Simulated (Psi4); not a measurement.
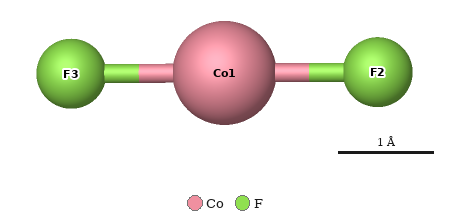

Fig. 1: The structure as given in the input (ball-and-stick view, seen on its broad side; atoms are numbered from 1 in the order of the input). Sticks mark near contacts. Bond lengths as drawn: Co–F 1.62 Å.

**Run report: CoF2, excited-state calculation**

CoF2, multiplicity 4, SMILES [F][Co][F], computed with CIS/def2-TZVP, UHF (Psi4 1.11).

The geometry comes from this level: GFN2-xTB.

What the program printed:
```
Psi4 1.11 release

   => Loading Basis Set <=

    Name: DEF2-TZVP
    Role: ORBITAL
    Keyword: BASIS

         ---------------------------------------------------------
                                   SCF
                              UHF Reference
                        1 Threads,   1525 MiB Core
         ---------------------------------------------------------

  ==> Geometry <==

    Molecular point group: c1
    Full point group: C1v

    Geometry (in Angstrom), charge = 0, multiplicity = 4:

       Center              X                  Y                   Z               Mass
    ------------   -----------------  -----------------  -----------------  -----------------
         CO           0.000003916867     0.000011377120     0.000040987839    58.933194290000
         F            0.000003916867     0.000011377120     1.616417521973    18.998403162730
         F           -0.000016067017    -0.000046669037    -1.616544666567    18.998403162730

  Running in c1 symmetry.

  Rotational constants: A = 774588183.44224  B =      0.16979  C =      0.16979 [cm^-1]
  Rotational constants: A = 23221569545190.46094  B =   5090.12964  C =   5090.12964 [MHz]
  Nuclear repulsion =  172.356981708475871

  Charge       = 0
  Multiplicity = 4
  Electrons    = 45
  Nalpha       = 24
  Nbeta        = 21

  ==> Algorithm <==

  SCF Algorithm Type is DISK_DF.
  DIIS enabled.
  MOM disabled.
  Fractional occupation disabled.
  Guess Type is SAD.
  Energy threshold   = 1.00e-06
  Density threshold  = 1.00e-06
  Integral threshold = 1.00e-12

  ==> Primary Basis <==

  Basis Set: DEF2-TZVP
    Blend: DEF2-TZVP
    Number of shells: 37
    Number of basis functions: 107
    Number of Cartesian functions: 124
    Spherical Harmonics?: true
    Max angular momentum: 3

   => Loading Basis Set <=

    Name: (DEF2-TZVP AUX)
    Role: JKFIT
    Keyword: DF_BASIS_SCF

  ==> Integral Setup <==

  ==> DiskDFJK: Density-Fitted J/K Matrices <==

    J tasked:                  Yes
    K tasked:                  Yes
    wK tasked:                  No
    Integrals threads:           1
    Memory [MiB]:             1144
    Algorithm:                Core
    Integral Cache:           NONE
    Schwarz Cutoff:          1E-12
    Fitting Condition:       1E-10

   => Auxiliary Basis Set <=

  Basis Set: (DEF2-TZVP AUX)
    Blend: DEF2-UNIVERSAL-JKFIT
    Number of shells: 108
    Number of basis functions: 418
    Number of Cartesian functions: 563
    Spherical Harmonics?: true
    Max angular momentum: 6

  Minimum eigenvalue in the overlap matrix is 3.7267839858E-03.
  Reciprocal condition number of the overlap matrix is 8.9605308544E-04.
    Using symmetric orthogonalization.

  ==> Pre-Iterations <==

  SCF Guess: Superposition of Atomic Densities via on-the-fly atomic UHF (no occupation information).

   -------------------------
    Irrep   Nso     Nmo
   -------------------------
     A        107     107
   -------------------------
    Total     107     107
   -------------------------

  ==> Iterations <==

                           Total Energy        Delta E     RMS |[F,P]|

   @DF-UHF iter SAD: -1577.81707851164333   -1.57782e+03   0.00000e+00
   @DF-UHF iter   1: -1576.64651133659936   -1.57665e+03   3.71764e-02 ODA
   @DF-UHF iter   2: -1577.94701238058110   -1.30050e+00   1.30301e-02 EDIIS+DIIS
   @DF-UHF iter   3: -1579.93867707216850   -1.99166e+00   8.69961e-03 EDIIS+DIIS
   @DF-UHF iter   4: -1580.25069724365562   -3.12020e-01   3.74778e-03 ADIIS+DIIS
   @DF-UHF iter   5: -1580.38075060090500   -1.30053e-01   1.38094e-03 ADIIS+DIIS
   @DF-UHF iter   6: -1580.40139761282717   -2.06470e-02   5.42403e-04 ADIIS+DIIS
   @DF-UHF iter   7: -1580.40482298481493   -3.42537e-03   1.87884e-04 ADIIS+DIIS
   @DF-UHF iter   8: -1580.40513736073831   -3.14376e-04   9.15772e-05 DIIS
   @DF-UHF iter   9: -1580.40527252458901   -1.35164e-04   2.96238e-05 DIIS
   @DF-UHF iter  10: -1580.40527930066014   -6.77607e-06   1.41692e-05 DIIS
   @DF-UHF iter  11: -1580.40528113838354   -1.83772e-06   3.96453e-06 DIIS
   @DF-UHF iter  12: -1580.40528134974375   -2.11360e-07   1.60804e-06 DIIS
   @DF-UHF iter  13: -1580.40528138978834   -4.00446e-08   7.59903e-07 Converged
  Energy and wave function converged.

  ==> Post-Iterations <==

   @Spin Contamination Metric:   1.348295267E-02
   @S^2 Expected:                3.750000000E+00
   @S^2 Observed:                3.763482953E+00
   @S   Expected:                1.500000000E+00
   @S   Observed:                1.500000000E+00

    Orbital Energies [Eh]
    ---------------------

    Alpha Occupied:

       1A   -283.058695     2A    -34.917046     3A    -30.213253
       4A    -30.146481     5A    -30.146265     6A    -26.239080
       7A    -26.239047     8A     -4.668647     9A     -3.291100
      10A     -3.128163    11A     -3.127696    12A     -1.550176
      13A     -1.527274    14A     -0.820201    15A     -0.807228
      16A     -0.807072    17A     -0.653918    18A     -0.653918
      19A     -0.629869    20A     -0.626276    21A     -0.626267
      22A     -0.573983    23A     -0.573947    24A     -0.558868

    Alpha Virtual:

      25A      0.059713    26A      0.214257    27A      0.214403
      28A      0.270989    29A      0.270989    30A      0.310300
      31A      0.341184    32A      0.341224    33A      0.374583
      34A      0.397438    35A      0.766814    36A      0.832175
      37A      0.832199    38A      0.858109    39A      0.998964
      40A      0.998985    41A      1.116842    42A      1.116842
      43A      1.120473    44A      1.120587    45A      1.242537
      46A      1.333433    47A      1.757399    48A      1.765403
      49A      1.981366    50A      1.981588    51A      2.265196
      52A      2.265196    53A      2.309768    54A      2.309768
      55A      2.385561    56A      2.385696    57A      2.592165
      58A      2.671844    59A      2.671880    60A      3.176668
      61A      3.414963    62A      3.692980    63A      3.692992
      64A      3.787212    65A      3.869278    66A      3.869290
      67A      3.969817    68A      4.151613    69A      4.151782
      70A      4.213168    71A      4.213168    72A      4.449420
      73A      4.450164    74A      4.939093    75A      5.125301
      76A      5.125301    77A      5.164098    78A      5.164324
      79A      5.197471    80A      5.197471    81A      5.596054
      82A      7.407954    83A      7.407954    84A      7.421512
      85A      7.421512    86A      7.426954    87A      7.426964
      88A      7.429837    89A      7.429837    90A      7.429898
      91A      7.429898    92A      7.449060    93A      7.449070
      94A      7.618884    95A      7.704220    96A      8.901158
      97A      8.901158    98A      8.922993    99A      8.922993
     100A      8.977821   101A      8.977830   102A      9.145689
     103A      9.145699   104A      9.469216   105A      9.510033
     106A     58.773605   107A     58.823684

    Beta Occupied:

       1A   -283.055400     2A    -34.812549     3A    -30.067627
       4A    -30.067599     5A    -30.065342     6A    -26.234283
       7A    -26.234253     8A     -4.390203     9A     -2.888011
      10A     -2.887755    11A     -2.785047    12A     -1.534780
      13A     -1.510316    14A     -0.690050    15A     -0.621470
      16A     -0.615483    17A     -0.615472    18A     -0.600313
      19A     -0.600309    20A     -0.522305    21A     -0.522304

    Beta Virtual:

      22A      0.017303    23A      0.212666    24A      0.239540
      25A      0.239553    26A      0.254222    27A      0.254453
      28A      0.276859    29A      0.276860    30A      0.359572
      31A      0.359647    32A      0.383177    33A      0.383221
      34A      0.467412    35A      0.771926    36A      0.837710
      37A      0.837727    38A      0.865463    39A      1.007569
      40A      1.007586    41A      1.148804    42A      1.148805
      43A      1.248733    44A      1.254441    45A      1.254595
      46A      1.336498    47A      1.836256    48A      1.851563
      49A      2.028735    50A      2.028818    51A      2.269803
      52A      2.269803    53A      2.314960    54A      2.314960
      55A      2.414591    56A      2.414627    57A      2.613369
      58A      2.676828    59A      2.676855    60A      3.216763
      61A      3.467569    62A      3.704621    63A      3.704628
      64A      3.849650    65A      3.879623    66A      3.879633
      67A      4.035604    68A      4.274603    69A      4.274604
      70A      4.343309    71A      4.343522    72A      4.456732
      73A      4.469247    74A      5.033589    75A      5.263149
      76A      5.263149    77A      5.331014    78A      5.331015
      79A      5.393160    80A      5.393209    81A      5.766216
      82A      7.410664    83A      7.410664    84A      7.424113
      85A      7.424113    86A      7.430633    87A      7.430642
      88A      7.434702    89A      7.434702    90A      7.434761
      91A      7.434761    92A      7.451387    93A      7.451396
      94A      7.630551    95A      7.715618    96A      8.911895
      97A      8.911895    98A      8.933665    99A      8.933665
     100A      8.984486   101A      8.984494   102A      9.151232
     103A      9.151240   104A      9.479574   105A      9.517271
     106A     58.776343   107A     58.826396

    Final Occupation by Irrep:
              A
    DOCC [    21 ]
    SOCC [     3 ]
    NA   [    24 ]
    NB   [    21 ]

  @DF-UHF Final Energy: -1580.40528138978902

   => Energetics <=

    Nuclear Repulsion Energy =            172.3569817084758711
    One-Electron Energy =               -2538.6191853051332146
    Two-Electron Energy =                 785.8569222068682620
    Total Energy =                      -1580.4052813897892520

  UHF NO Occupations:
  HONO-2 :   22  A 1.0000000
  HONO-1 :   23  A 1.0000000
  HONO-0 :   24  A 1.0000000
  LUNO+0 :   25  A 0.0027444
  LUNO+1 :   26  A 0.0011039
  LUNO+2 :   27  A 0.0011039
  LUNO+3 :   28  A 0.0004796

Computation Completed

Properties will be evaluated at   0.000000,   0.000000,   0.000000 [a0]

Properties computed using the SCF density matrix

 Multipole Moments:

 ------------------------------------------------------------------------------------
     Multipole            Electronic (a.u.)      Nuclear  (a.u.)        Total (a.u.)
 ------------------------------------------------------------------------------------

 L = 1.  Multiply by 2.5417464519 to convert [e a0] to [Debye]
 Dipole X            :          0.0000294           -0.0000068            0.0000226
 Dipole Y            :          0.0000856           -0.0000197            0.0000659
 Dipole Z            :          0.0005191           -0.0000711            0.0004479
 Magnitude           :                                                    0.0004533

 ------------------------------------------------------------------------------------

	total time  =          3 seconds =       0.05 minutes

******************************************************************************************
**********                               WARNING                                **********
**********       The names of excited state variables changed between 1.5       **********
**********     and 1.6. For a quick solution, remove the symmetry specifier     **********
**********   from the variable name. For full details, see 'Notes on Psivars'   **********
**********                        in the documentation.                         **********
******************************************************************************************

         ---------------------------------------------------------
                         TDSCF excitation energies
         ---------------------------------------------------------

  ==> Options <==

     Residual threshold  : 1.0000e-04
     Initial guess       : denominators
     Reference           : UHF
     Solver type         : TDA (Davidson)

  ==> Requested Excitations <==

      8 singlet states with A symmetry

  ==> Seeking the lowest 8 singlet states with A symmetry

                         Generalized Davidson Solver

  ==> Options <==

    Max number of iterations        = 60
    Eigenvector tolerance           = 1.0000e-04
    Max number of expansion vectors = 1600

  => Iterations <=
                           Max[D[value]]     Max[|R|]   # vectors
  DavidsonSolver iter   1:   3.89755e-01  3.09168e-01     32
  DavidsonSolver iter   2:   2.38518e-01  1.96432e-01     40
  DavidsonSolver iter   3:   4.79634e-02  7.55597e-02     48
  DavidsonSolver iter   4:   2.87733e-03  1.81540e-02     56
  DavidsonSolver iter   5:   6.13699e-04  1.15042e-02     64
  DavidsonSolver iter   6:   5.19927e-05  1.56457e-03     72
  DavidsonSolver iter   7:   1.13647e-06  8.18972e-04     77
  DavidsonSolver iter   8:   3.04777e-07  1.03851e-03     81
  DavidsonSolver iter   9:   1.61746e-02  1.09413e-01     85
  DavidsonSolver iter  10:   3.10418e-03  3.57830e-02     88
  DavidsonSolver iter  11:   4.39689e-03  4.37074e-02     90
  DavidsonSolver iter  12:   8.16266e-04  1.62760e-02     92
  DavidsonSolver iter  13:   1.15503e-04  7.09090e-03     94
  DavidsonSolver iter  14:   1.58359e-05  3.02927e-03     96
  DavidsonSolver iter  15:   4.18887e-06  2.18772e-03     98
  DavidsonSolver iter  16:   7.55216e-06  4.54852e-03    100
  DavidsonSolver iter  17:   2.45540e-05  5.14707e-03    102
  DavidsonSolver iter  18:   7.35695e-06  2.58674e-03    104
  DavidsonSolver iter  19:   9.63354e-07  9.90050e-04    105
  DavidsonSolver iter  20:   1.53282e-07  5.49493e-04    106
  DavidsonSolver iter  21:   3.03777e-08  2.08970e-04    107
  DavidsonSolver iter  22:   3.53562e-09  6.30767e-05    108      Converged

******************************************************************************************
**********                               WARNING                                **********
**********  Length-gauge rotatory strengths are **NOT** gauge-origin invariant  **********
******************************************************************************************

                                    Excitation Energy         Total Energy        Oscillator Strength             Rotatory Strength
     #   Sym: GS->ES (Trans)        au              eV              au          au (length)    au (velocity)    au (length)    au (velocity)
    ---- -------------------- --------------- --------------- --------------- --------------- --------------- --------------- ---------------
     1        A->A (1 A)       0.00312         0.08488        -1580.40216      0.0000          0.0000          0.0000         -0.0000
     2        A->A (1 A)       0.00312         0.08488        -1580.40216      0.0000          0.0000         -0.0000          0.0000
     3        A->A (1 A)       0.02136         0.58131        -1580.38392      0.0000          0.0000          0.0000          0.0000
     4        A->A (1 A)       0.02166         0.58935        -1580.38362      0.0000          0.0000         -0.0000          0.0000
     5        A->A (1 A)       0.31031         8.44401        -1580.09497      0.0000          0.0000          0.0000          0.0000
     6        A->A (1 A)       0.31031         8.44406        -1580.09497      0.0000          0.0000          0.0000          0.0000
     7        A->A (1 A)       0.34749         9.45567        -1580.05779      0.0000          0.0000          0.0000          0.0000
     8        A->A (1 A)       0.36199         9.85022        -1580.04329      0.0000          0.0000          0.0000         -0.0000

Contributing excitations
Only contributions with abs(coeff) > 1.00e-01 will be printed:

Excited State    1 (1 A):   0.00312 au   14606.99 nm f = 0.0000
Alpha orbitals:
  Sums of squares: Xssq =  4.820797e-04
Beta orbitals:
  Sums of squares: Xssq =  9.995179e-01
     21a (b) ->  22a (b)   -0.601887 (36.227%)
     21a (b) ->  23a (b)   -0.628533 (39.505%)
     21a (b) ->  32a (b)   -0.254171 ( 6.460%)
     21a (b) ->  34a (b)    0.396326 (15.707%)

Excited State    2 (1 A):   0.00312 au   14606.56 nm f = 0.0000
Alpha orbitals:
  Sums of squares: Xssq =  4.820587e-04
Beta orbitals:
  Sums of squares: Xssq =  9.995179e-01
     20a (b) ->  22a (b)   -0.601887 (36.227%)
     20a (b) ->  23a (b)   -0.628534 (39.505%)
     20a (b) ->  32a (b)   -0.254172 ( 6.460%)
     20a (b) ->  34a (b)    0.396327 (15.707%)

Excited State    3 (1 A):   0.02136 au   2132.85 nm f = 0.0000
Alpha orbitals:
  Sums of squares: Xssq =  8.700041e-04
Beta orbitals:
  Sums of squares: Xssq =  9.991300e-01
     20a (b) ->  26a (b)    0.653227 (42.671%)
     20a (b) ->  30a (b)    0.233704 ( 5.462%)
     20a (b) ->  44a (b)    0.119428 ( 1.426%)
     21a (b) ->  27a (b)    0.656218 (43.062%)
     21a (b) ->  31a (b)    0.235431 ( 5.543%)
     21a (b) ->  45a (b)    0.120114 ( 1.443%)

Excited State    4 (1 A):   0.02166 au   2103.73 nm f = 0.0000
Alpha orbitals:
  Sums of squares: Xssq =  8.738479e-04
Beta orbitals:
  Sums of squares: Xssq =  9.991262e-01
     20a (b) ->  27a (b)   -0.656268 (43.069%)
     20a (b) ->  31a (b)   -0.235415 ( 5.542%)
     20a (b) ->  45a (b)   -0.120055 ( 1.441%)
     21a (b) ->  26a (b)    0.653274 (42.677%)
     21a (b) ->  30a (b)    0.233686 ( 5.461%)
     21a (b) ->  44a (b)    0.119367 ( 1.425%)

Excited State    5 (1 A):   0.31031 au   146.83 nm f = 0.0000
Alpha orbitals:
  Sums of squares: Xssq =  3.548437e-02
     17a (a) ->  25a (a)    0.146249 ( 2.139%)
Beta orbitals:
  Sums of squares: Xssq =  9.645156e-01
     21a (b) ->  22a (b)   -0.735723 (54.129%)
     21a (b) ->  23a (b)    0.256624 ( 6.586%)
     21a (b) ->  32a (b)    0.156861 ( 2.461%)
     21a (b) ->  34a (b)   -0.562195 (31.606%)

Excited State    6 (1 A):   0.31031 au   146.83 nm f = 0.0000
Alpha orbitals:
  Sums of squares: Xssq =  3.546499e-02
     18a (a) ->  25a (a)   -0.146249 ( 2.139%)
Beta orbitals:
  Sums of squares: Xssq =  9.645350e-01
     20a (b) ->  22a (b)    0.735730 (54.130%)
     20a (b) ->  23a (b)   -0.256627 ( 6.586%)
     20a (b) ->  32a (b)   -0.156862 ( 2.461%)
     20a (b) ->  34a (b)    0.562201 (31.607%)

Excited State    7 (1 A):   0.34749 au   131.12 nm f = 0.0000
Alpha orbitals:
  Sums of squares: Xssq =  9.668354e-01
     14a (a) ->  25a (a)    0.103857 ( 1.079%)
     19a (a) ->  33a (a)   -0.108682 ( 1.181%)
     24a (a) ->  25a (a)   -0.897006 (80.462%)
     24a (a) ->  30a (a)   -0.292442 ( 8.552%)
     24a (a) ->  34a (a)   -0.196650 ( 3.867%)
Beta orbitals:
  Sums of squares: Xssq =  3.316464e-02

Excited State    8 (1 A):   0.36199 au   125.87 nm f = 0.0000
Alpha orbitals:
  Sums of squares: Xssq =  9.644806e-01
     16a (a) ->  25a (a)    0.151750 ( 2.303%)
     16a (a) ->  30a (a)    0.124164 ( 1.542%)
     21a (a) ->  33a (a)    0.150555 ( 2.267%)
     23a (a) ->  25a (a)    0.882511 (77.883%)
     23a (a) ->  30a (a)    0.269410 ( 7.258%)
     23a (a) ->  34a (a)    0.198462 ( 3.939%)
Beta orbitals:
  Sums of squares: Xssq =  3.551936e-02
     17a (b) ->  22a (b)    0.176637 ( 3.120%)

******************************************************************************************
**********                               WARNING                                **********
**********       The names of excited state variables changed between 1.5       **********
**********     and 1.6. For a quick solution, remove the symmetry specifier     **********
**********   from the variable name. For full details, see 'Notes on Psivars'   **********
**********                        in the documentation.                         **********
******************************************************************************************

  Variable Map:
  ----------------------------------------------------------------------------
  "CURRENT ENERGY"           =>   -1580.405281389789
  "CURRENT REFERENCE ENERGY" =>   -1580.405281389789
  "HF KINETIC ENERGY"        =>    1580.999705815957
  "HF POTENTIAL ENERGY"      =>   -3161.404987205746
  "HF TOTAL ENERGY"          =>   -1580.405281389789
  "HF VIRIAL RATIO"          =>       1.999624019901
  "NUCLEAR REPULSION ENERGY" =>     172.356981708476
  "ONE-ELECTRON ENERGY"      =>   -2538.619185305133
  "SCF ITERATION ENERGY"     =>   -1580.405281389789
  "SCF ITERATIONS"           =>      13.000000000000
  "SCF TOTAL ENERGY"         =>   -1580.405281389789
  "TWO-ELECTRON ENERGY"      =>     785.856922206868

  Array Variable Map:
  ----------------------------------------------------------------------------
  "CURRENT DIPOLE"           =>       0.000022648629 ... 0.000447944144 1 by 3
  "SCF DIPOLE"               =>       0.000022648629 ... 0.000447944144 1 by 3
  "SCF TOTAL ENERGIES"       =>   -1580.405281389789 ... -1580.405281389789 1 by 1

    Psi4 run time: 0:00:14.64
```

The run was set up as follows.

The input (cof2.in):
```python
memory 1.6 GB

molecule {
  0 4
  Co     0.000020     0.000010     0.000070
  F     -0.015840    -0.019580     1.616250
  F      0.015830     0.019570    -1.616320
  symmetry c1
}

set basis def2-TZVP
set reference uhf
set scf_type disk_df
set save_jk true
set orbital_optimizer_package ooo

from psi4.driver.procrouting.response.scf_response import tdscf_excitations
result, w = energy('scf', return_wfn=True)
states = tdscf_excitations(w, states=8, tda=True)
print_variables()
```

Run as:
```bash
psi4 -i cof2.in -o cof2.out -n 1
```

Results in brief:

| quantity | value |
| --- | --- |
| outcome | converged |
| total energy | −1580.405281 hartree |
| basis functions | 107 |
| ⟨S²⟩ | 3.763 |
| lowest excitation | 0.08 eV |
| hardware | 1 thread of Intel Xeon @ 2.90GHz (Ice Lake), 16 GiB of memory available, shared host |
| wall time | 16 s |
| peak memory | 0.26 GiB |

Settings chosen away from the usual ones: orbital_optimizer_package set to ooo.
